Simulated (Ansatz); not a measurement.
# MP2/aug-cc-pVDZ run of C2H5F (SMILES CCF)

What is the vertical electron affinity of C2H5F at MP2/aug-cc-pVDZ? 

Program for the calculation: Ansatz 0.2.0.

**1. Starting point**

C2H5F has 8 atoms, charge 0, and is taken as a singlet. As SMILES, `CCF`. The shape is that of a PBE0-D4/def2-TZVP optimisation.

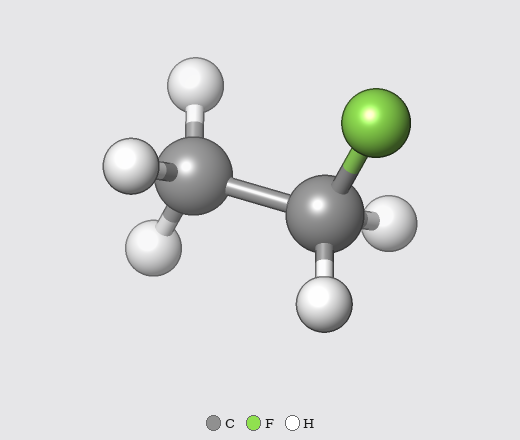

Viewed from a chosen angle; carbon grey, fluorine green, hydrogen white.

**2. The energy at MP2/aug-cc-pVDZ**

in.yaml

```yaml
crystal:
  periodic: [false, false, false]
  atoms:
    - {symbol: C, position_ang: [-0.431700, 0.566900, -0.264600]}
    - {symbol: C, position_ang: [0.378400, -0.599100, 0.230500]}
    - {symbol: F, position_ang: [1.663300, -0.186400, 0.546500]}
    - {symbol: H, position_ang: [-1.443900, 0.237400, -0.512600]}
    - {symbol: H, position_ang: [0.018600, 0.998500, -1.160400]}
    - {symbol: H, position_ang: [-0.500300, 1.343000, 0.499800]}
    - {symbol: H, position_ang: [0.464000, -1.381500, -0.529800]}
    - {symbol: H, position_ang: [-0.056300, -1.036000, 1.134800]}
basis:
  gaussian: {orbitals: aug-cc-pVDZ}
correlation: {method: mp2, frozen_orbitals: {C: 1, F: 1, H: 0}}
accuracy: high
```

On the command line:

```bash
$ ansatz run in.yaml --threads 1 --pin off --max-ram 3480MiB --events-out events.jsonl --progress --plain --runs-dir runs
```

Output:

```text
Warning: RAYON_NUM_THREADS=1 ignored (pool sized by the plan → 1); use --threads N
Functional definition: HF
  name "HF"
  exchange = exact_x
  correlation = 0
2297 factors; integrals over basis functions are off by at most 3.2e-9 eV
mean field evaluation 1: about -4844.3308 eV, gradient 2.9e1 eV
mean field evaluation 2: about -4844.3312 eV, gradient 2.9e1 eV
mean field evaluation 4: about -4846.4217 eV, gradient 2.9e0 eV
mean field evaluation 8: about -4846.4479 eV, gradient 1.2e-4 eV
mean field -4846.44787580 eV, -178.1036743953 hartree, gradient 1.5e-8 eV, S^2 0.000000; 0 other end points of the search recorded, 0 dependent functions left out
3 core orbitals not correlated: weight in the atoms' cores, before any rotation towards them, 1.000 or more for the frozen orbitals, at most 0.000 for the correlated occupied ones
reference -4846.44787580 eV, -178.1036743953 hartree; 10, 10 occupied and 101, 101 virtual orbitals, 2297 factors
second order -13.75174551 eV of doubles, -0.00000000 eV of singles
Total energy: -4860.19962131 eV, -178.6090417217 hartree
```

It took 3.6 s on 1 thread of Intel Xeon Platinum 8375C at 2.90GHz (Ice Lake), shared host; peak memory 0.35 GiB.

**3. The doublet anion**

molecule.yaml

```yaml
crystal:
  periodic: [false, false, false]
  atoms:
    - {symbol: C, position_ang: [-0.431700, 0.566900, -0.264600]}
    - {symbol: C, position_ang: [0.378400, -0.599100, 0.230500]}
    - {symbol: F, position_ang: [1.663300, -0.186400, 0.546500]}
    - {symbol: H, position_ang: [-1.443900, 0.237400, -0.512600]}
    - {symbol: H, position_ang: [0.018600, 0.998500, -1.160400]}
    - {symbol: H, position_ang: [-0.500300, 1.343000, 0.499800]}
    - {symbol: H, position_ang: [0.464000, -1.381500, -0.529800]}
    - {symbol: H, position_ang: [-0.056300, -1.036000, 1.134800]}
basis:
  gaussian:
    orbitals: aug-cc-pVDZ
correlation:
  method: mp2
  frozen_orbitals: {C: 1, F: 1, H: 0}
total_charge: -1
magnetization:
  spin_polarized: true
  initial_magnetization: 1
accuracy: high
```

On the command line:

```bash
$ ansatz run molecule.yaml --threads 1 --pin off --max-ram 3480MiB --events-out events.jsonl --progress --plain --runs-dir runs
```

Output, shortened:

```text
Warning: RAYON_NUM_THREADS=1 ignored (pool sized by the plan → 1); use --threads N
[... 2 set-up lines as earlier in the session ...]
[...]
2297 factors; integrals over basis functions are off by at most 3.2e-9 eV
[...]
mean field -4845.50314056 eV, -178.0689560155 hartree, gradient 5.3e-8 eV, S^2 0.750144; 12 other end points of the search recorded, 0 dependent functions left out
3 core orbitals not correlated: weight in the atoms' cores, before any rotation towards them, 1.000 or more for the frozen orbitals, at most 0.000 for the correlated occupied ones
reference -4845.50314056 eV, -178.0689560155 hartree; 11, 10 occupied and 100, 101 virtual orbitals, 2297 factors
second order -13.89468693 eV of doubles, -0.00000000 eV of singles
Total energy: -4859.39782749 eV, -178.5795763422 hartree
```

It took 18 s on 1 thread of Intel Xeon Platinum 8375C at 2.90GHz (Ice Lake), shared host; peak memory 0.43 GiB.

**4. Summary of results**

At MP2/aug-cc-pVDZ, 3 core orbitals frozen:

| quantity | value |
| --- | --- |
| singlet C2H5F: total energy | -178.60904 Eh |
| singlet C2H5F: correlation energy (3 core orbitals frozen) | -505.4 mEh |
| doublet anion: total energy | -178.57958 Eh |
| doublet anion: correlation energy (3 core orbitals frozen) | -510.6 mEh |
| doublet anion: ⟨S²⟩ of the reference determinant | 0.750 |
| vertical electron affinity (to the doublet anion) | -0.802 eV |

What this shows: The anion lies 0.80 eV (77.4 kJ/mol) above the neutral: the electron isn't bound at this level, and such a value depends on the basis.
